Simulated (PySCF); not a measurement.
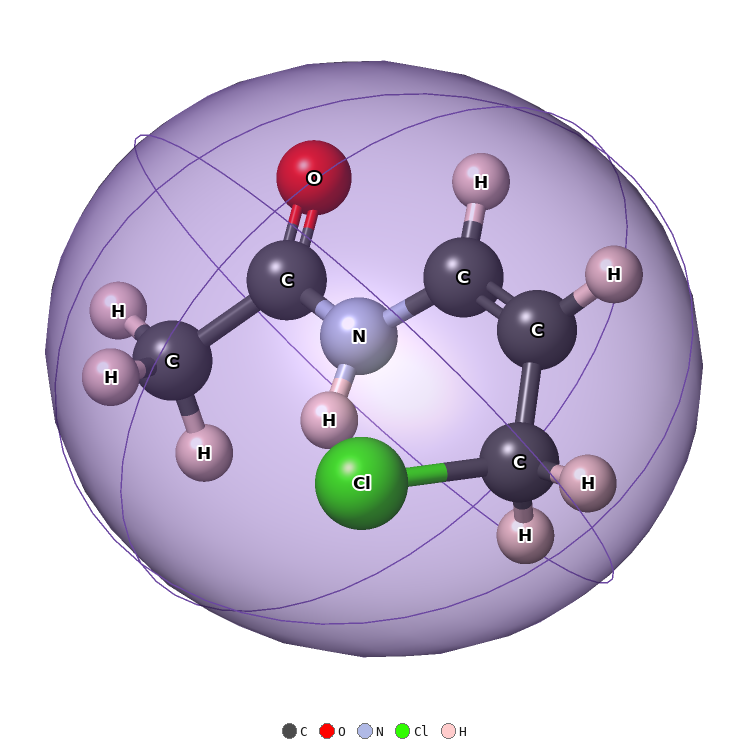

The ellipsoid shows the static dipole polarisability: its half-axes are proportional to the principal values. The computed structure is the end point of a GFN2-xTB optimisation. No frequency run is at hand to confirm it as a minimum. Method: B3LYP/def2-SVPD (PySCF 2.14.0).

### Give the principal values, the mean and the anisotropy.

Principal values 64.7, 89.1, 121.1 bohr³; mean 91.7 bohr³ (13.58 Å³); anisotropy 49.0 bohr³, so the longest axis is 1.87 times the shortest.
